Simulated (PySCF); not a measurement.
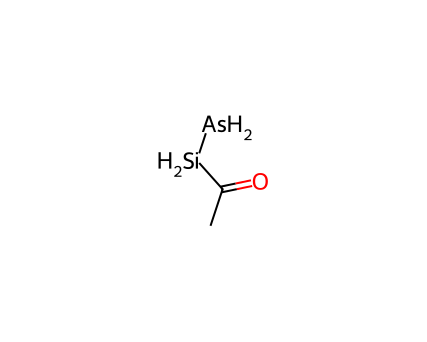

The picture comes from a calculation with PySCF.

### Transcribe the drawing into SMILES.

CC(=O)[SiH2][AsH2]

### What is the molecular formula?

C2H7AsOSi.

### An optimisation with PBE0-D3(BJ)/def2-SVP gave a structure of which point group?

C1. Other conformers may differ.
